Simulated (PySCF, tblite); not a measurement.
# CH8ClO2Si3 radical: geometry, infrared bands and EPR parameters

Aim: predict the infrared bands and EPR parameters of CH8ClO2Si3 radical (`C[Si@H](O[SiH2])O[SiH2]Cl`).

The runs use tblite 0.8.0 and PySCF 2.14.0, with density-fitted response routines of our own; the level of theory stands in each step. All values are computed, except where a source is named. Atoms are numbered from 0 throughout.

### 1 The molecule as given

15 atoms, charge 0, multiplicity 2; geometry from: force field or distance geometry start.

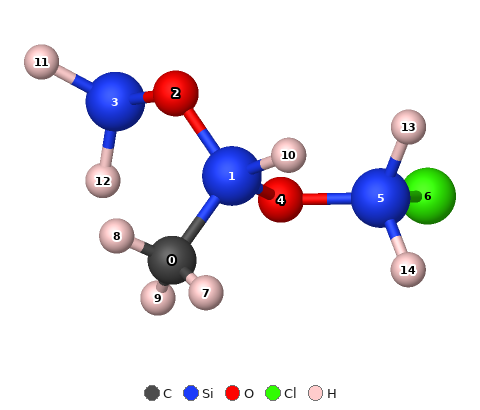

The starting geometry (carbon dark grey, silicon blue, oxygen red, chlorine green, hydrogen pink), atoms numbered.

### 2 Relaxing the molecule with GFN2-xTB

Job settings and geometry (Å):

```
{"job": {"kind": "relax", "xc": "GFN2-xTB", "basis": "xTB"}, "charge": 0, "multiplicity": 2}
C      1.042400     1.418100    -0.920800
Si     0.127800     0.459900     0.389900
O      1.199900    -0.331700     1.490700
Si     2.057200    -1.613900     0.805200
O     -0.897200    -0.689600    -0.311800
Si    -2.554700    -0.428500     0.004900
Cl    -3.552900    -2.199300    -0.445100
H      0.495200     2.378200    -1.118700
H      2.063800     1.587000    -0.542800
H      1.117200     0.803900    -1.824200
H     -0.675700     1.409300     1.183700
H      3.409900    -1.626200     1.360000
H      2.066800    -1.642000    -0.638300
H     -2.817800    -0.135200     1.422300
H     -3.086400     0.617800    -0.877200
```

Launch:

```sh
$ OMP_NUM_THREADS=1 python probes_run.py task.json out
```

The driver reads the jobs from task.json and runs them one after another.

**Question.** This job is followed by: GFN2-xTB harmonic vibrations, gas phase; UKS B3LYP, pcH-1 on C Cl H O Si, non-relativistic, mean-field spin-orbit, GIAO. Predict these results of the whole session: strongest single infrared mode (GFN2-xTB); zero-point energy (GFN2-xTB); g(iso) (B3LYP); ⟨S²⟩; largest a(iso) (averaged by class); surface potential, least and greatest.

**Answer**, as computed:

```
                                 quantity                    value
strongest single infrared mode (GFN2-xTB)    1107 cm⁻¹, 607 km/mol
             zero-point energy (GFN2-xTB)            55.0 kcal/mol
                           g(iso) (B3LYP)                  2.00262
                                     ⟨S²⟩       0.751 (exact 0.75)
       largest a(iso) (averaged by class)  29Si on Si3, -593.2 MHz
    surface potential, least and greatest       -0.50 V and 1.31 V
```

In words: Relaxing lowered the energy by 1.140 eV in 131 steps; the close pair that moved most is Si1–O2, from 1.729 to 1.610 Å. The lowest mode is slightly imaginary (14i cm⁻¹), a soft motion within the noise of the Hessian, so the minimum is not strictly shown. The strongest single mode, at 1107 cm⁻¹, moves mainly O2 and O4. Unscaled tight-binding wavenumbers are off by several per cent, some by more. Its intensities can rank the bands wrongly. Most of the unpaired spin sits on Si3 (0.87 e). The isotropic g lies 0.3 ppt above the free-electron value.
